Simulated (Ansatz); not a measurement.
Density of states of Cs3NaPb4 (Cmcm, 16 atoms in the cell).

```xyz
16
Lattice="3.6335 -8.6410 0.0000 3.6335 8.6410 0.0000 0.0000 0.0000 11.0740" Properties=species:S:1:pos:R:3 pbc="T T T"
Pb     1.6184     0.8240     2.7685
Pb     5.6486    -0.8240     8.3055
Pb     1.6184    -0.8240     8.3055
Pb     5.6486     0.8240     2.7685
Cs     3.6335     4.6229     2.7685
Cs     3.6335    -4.6229     8.3055
Na     0.0000     0.0000     0.0000
Na     0.0000     0.0000     5.5370
Cs     3.6335    -1.9390     4.9368
Cs     3.6335     1.9390    10.4738
Cs     3.6335     1.9390     6.1372
Cs     3.6335    -1.9390     0.6002
Pb     3.6335    -5.6554     4.2808
Pb     3.6335     5.6554     9.8178
Pb     3.6335     5.6554     6.7932
Pb     3.6335    -5.6554     1.2562
```

Computed with LDA (PW92), default PAW files made with PBE (plane waves; Ansatz, an electronic-structure program).

SCF settings: kpoints.mp_grid.grid = 4 4 3; kpoints.mp_grid.shift = 0.5 0.5 0.5; hamiltonian.xc = lda; hamiltonian.pseudopotentials = {kind: paw} (the program's default PAW files); scf.occupations.method = cold; scf.occupations.width = 0.0073 Ry. Keys of the DOS step: output.dos.nscf_kmesh.grid = 8 8 6.

The starting cell comes from a database of published, mostly measured structures (it also holds non-ambient and calculated ones), without a prior relaxation at this level. Spin-orbit coupling is off.

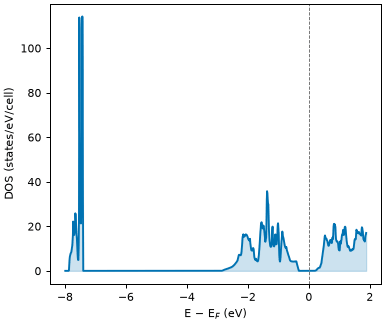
Figure: Total density of states, both spins summed.

Total DOS (both spins), as means of the tabulated values in each energy bin; the zero is the program's Fermi level or highest filled level, and the curve is cut to this window:

(E (eV), states/eV/cell): (-7.88, 3.91); (-7.62, 27.1); (-7.38, 17.0); (-7.12, 0.00); (-6.88, 0.00); (-6.62, 0.00); (-6.38, 0.00); (-6.12, 0.00); (-5.88, 0.00); (-5.62, 0.00); (-5.38, 0.00); (-5.12, 0.00); (-4.88, 0.00); (-4.62, 0.00); (-4.38, 0.00); (-4.12, 0.00); (-3.88, 0.00); (-3.62, 0.00); (-3.38, 0.00); (-3.12, 0.00); (-2.88, 0.14); (-2.62, 1.24); (-2.38, 4.48); (-2.12, 14.0); (-1.88, 10.1); (-1.62, 12.1); (-1.38, 19.9); (-1.12, 14.4); (-0.88, 11.5); (-0.62, 5.98); (-0.38, 2.12); (-0.12, 0.00); (0.12, 0.04); (0.38, 4.07); (0.62, 13.4); (0.88, 15.1); (1.12, 15.5); (1.38, 10.3); (1.62, 16.8)

The gap on the SCF mesh is 0.68 eV.

Keys are those of Ansatz 0.2.
